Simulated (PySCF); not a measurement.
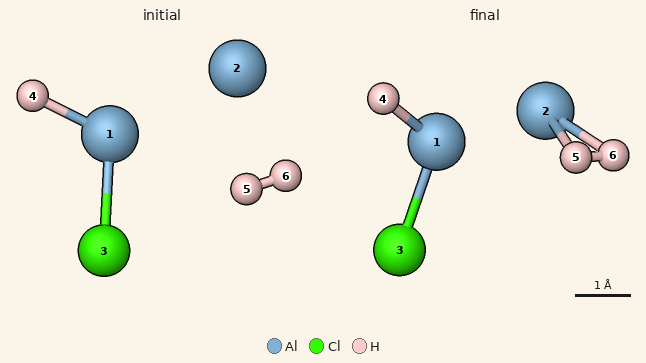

The structure of Al₂H₃Cl before (left) and after (right) a relaxation, at one scale.

Style: ball-and-stick. Shown at a tilt.

It is one of the separated reactants of a reaction.

Method: PySCF 2.14.0, RKS PBE0-D4/def2-TZVP, density fitting. 

Question: What changed between the two?

Answer: The atom that moves furthest after the best rigid fit is Al2 (1.19 Å). By element the largest moves are Al 1.19 Å, Cl 0.92 Å, H 0.85 Å. Some distances before and after: Al2–H5 2.254 → 2.116 Å, Al2–H6 2.164 → 2.059 Å, Al1–Al2 2.790 → 2.713 Å, Al1–Cl3 2.162 → 2.138 Å. The energy falls by 0.100 eV in 27 geometry steps.
